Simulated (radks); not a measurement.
# Ionisation of Ru⁺: one atom, several choices of relativity

How much does the choice of relativity matter for taking an electron from Ru⁺? Both Ru⁺ ([Kr] 4d7) and Ru²⁺ ([Kr] 4d6) are run for each choice.

The numbers are computed with radks (a radial shooting solver on a logarithmic mesh, Libxc functionals) version 1 (Kohn-Sham, BLYP, spin-unpolarised, spherical densities), except any that are marked as measured or tabulated.

## (1) The atom as given

```
element       : ruthenium (Z = 44)
charge        : +1
electrons     : 43
configuration : [Kr] 4d7
ion           : Ru²⁺, [Kr] 4d6
choices       : non-relativistic; scalar-relativistic; Dirac, 2j+1 shares; Dirac, low j first; scalar-relativistic, finite nucleus; Dirac, 2j+1 shares, finite nucleus; Dirac, c × 2; Dirac, c × 0.85; Dirac, c × 10
```

## (2) non-relativistic: Ru⁺

Settings of this run:

```text
Z 44
configuration [Kr] 4d7
relativity non-relativistic
functional b88,lyp
spin unpolarised
nucleus point
```

## (3) non-relativistic: Ru²⁺

Settings of this run:

```text
Z 44
configuration [Kr] 4d6
relativity non-relativistic
functional b88,lyp
spin unpolarised
nucleus point
```

## (4) scalar-relativistic: Ru⁺

Settings of this run:

```text
Z 44
configuration [Kr] 4d7
relativity scalar-relativistic
functional b88,lyp
spin unpolarised
nucleus point
c 137.035999084
```

## (5) scalar-relativistic: Ru²⁺

Settings of this run:

```text
Z 44
configuration [Kr] 4d6
relativity scalar-relativistic
functional b88,lyp
spin unpolarised
nucleus point
c 137.035999084
```

## (6) Dirac, 2j+1 shares: Ru⁺

Settings of this run:

```text
Z 44
configuration [Kr] 4d7
relativity Dirac
functional b88,lyp
spin unpolarised
j_filling average
nucleus point
c 137.035999084
```

## (7) Dirac, 2j+1 shares: Ru²⁺

Changes since step 6:

```diff
@@ -1,3 +1,3 @@
 Z 44
-configuration [Kr] 4d7
+configuration [Kr] 4d6
 relativity Dirac
```

## (8) Dirac, low j first: Ru⁺

Settings of this run:

```text
Z 44
configuration [Kr] 4d7
relativity Dirac
functional b88,lyp
spin unpolarised
j_filling energy
nucleus point
c 137.035999084
```

## (9) Dirac, low j first: Ru²⁺

Changes since step 8:

```diff
@@ -1,3 +1,3 @@
 Z 44
-configuration [Kr] 4d7
+configuration [Kr] 4d6
 relativity Dirac
```

## (10) scalar-relativistic, finite nucleus: Ru⁺

Settings of this run:

```text
Z 44
configuration [Kr] 4d7
relativity scalar-relativistic
functional b88,lyp
spin unpolarised
nucleus finite rms 4.4809 fm
c 137.035999084
```

## (11) scalar-relativistic, finite nucleus: Ru²⁺

Changes since step 10:

```diff
@@ -1,3 +1,3 @@
 Z 44
-configuration [Kr] 4d7
+configuration [Kr] 4d6
 relativity scalar-relativistic
```

## (12) Dirac, 2j+1 shares, finite nucleus: Ru⁺

Settings of this run:

```text
Z 44
configuration [Kr] 4d7
relativity Dirac
functional b88,lyp
spin unpolarised
j_filling average
nucleus finite rms 4.4809 fm
c 137.035999084
```

## (13) Dirac, 2j+1 shares, finite nucleus: Ru²⁺

Changes since step 12:

```diff
@@ -1,3 +1,3 @@
 Z 44
-configuration [Kr] 4d7
+configuration [Kr] 4d6
 relativity Dirac
```

## (14) Dirac, c × 2: Ru⁺

Settings of this run:

```text
Z 44
configuration [Kr] 4d7
relativity Dirac
functional b88,lyp
spin unpolarised
j_filling average
nucleus point
c 274.072
```

## (15) Dirac, c × 2: Ru²⁺

Changes since step 14:

```diff
@@ -1,3 +1,3 @@
 Z 44
-configuration [Kr] 4d7
+configuration [Kr] 4d6
 relativity Dirac
```

## (16) Dirac, c × 0.85: Ru⁺

Settings of this run:

```text
Z 44
configuration [Kr] 4d7
relativity Dirac
functional b88,lyp
spin unpolarised
j_filling average
nucleus point
c 116.4806
```

## (17) Dirac, c × 0.85: Ru²⁺

Changes since step 16:

```diff
@@ -1,3 +1,3 @@
 Z 44
-configuration [Kr] 4d7
+configuration [Kr] 4d6
 relativity Dirac
```

## (18) Dirac, c × 10: Ru⁺

Settings of this run:

```text
Z 44
configuration [Kr] 4d7
relativity Dirac
functional b88,lyp
spin unpolarised
j_filling average
nucleus point
c 1370.35999
```

## (19) Dirac, c × 10: Ru²⁺

Changes since step 18:

```diff
@@ -1,3 +1,3 @@
 Z 44
-configuration [Kr] 4d7
+configuration [Kr] 4d6
 relativity Dirac
```

What does the calculation give? Wanted: for each run, relativity; E(Ru⁺); Δ-SCF; −ε(HOMO); <r> HOMO; error.

**Answer**, as computed:

| relativity | E(Ru⁺) (hartree) | Δ-SCF (eV) | −ε(HOMO) (eV) | <r> HOMO (bohr) | error (eV) |
| --- | --- | --- | --- | --- | --- |
| non-relativistic | -4443.43968 | 18.368 | 12.669 | 1.633 | +1.61 |
| scalar-relativistic | -4531.03584 | 18.117 | 12.490 | 1.651 | +1.36 |
| Dirac, 2j+1 shares | -4531.82401 | 18.116 | 12.358 | 1.660 | +1.36 |
| Dirac, low j first | -4531.83863 | 17.919 | 12.311 | 1.663 | +1.16 |
| scalar-relativistic, finite nucleus | -4530.96081 | 18.117 | 12.490 | 1.651 | +1.36 |
| Dirac, 2j+1 shares, finite nucleus | -4531.74882 | 18.117 | 12.358 | 1.660 | +1.36 |
| Dirac, c × 2 | -4464.69844 | 18.304 | 12.589 | 1.640 | +1.54 |
| Dirac, c × 0.85 | -4568.33851 | 18.024 | 12.245 | 1.671 | +1.26 |
| Dirac, c × 10 | -4444.28000 | 18.365 | 12.666 | 1.633 | +1.61 |

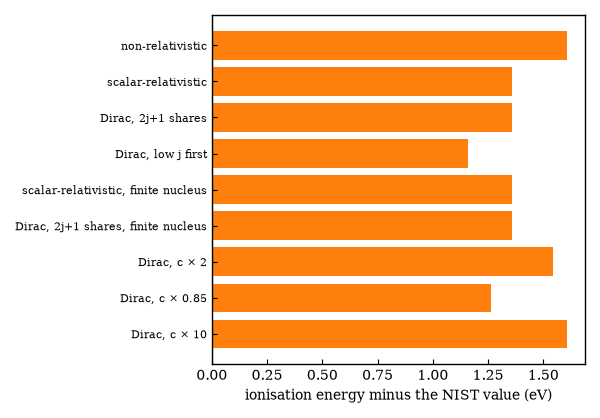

Each choice against the tabulated value.

The NIST Atomic Spectra Database lists 16.8 +/- 0.06 eV (semi-empirical). The smallest miss is that of Dirac, low j first (+1.16 eV), the largest that of non-relativistic (+1.61 eV). Runs with a scaled speed of light are not ranked. The ionisation energies span 0.45 eV, the total energies of Ru⁺ 3399 eV (scaled speeds of light included): most of the change in the total cancels in the difference. From the non-relativistic level to Dirac, 2j+1 shares, finite nucleus the 1s level goes from -21343 to -21937 eV and the ionisation energy moves by -0.25 eV. Levels marked c × scale the speed of light and are no model of nature. Spin polarisation and multiplet splitting of open shells are left out at every level.
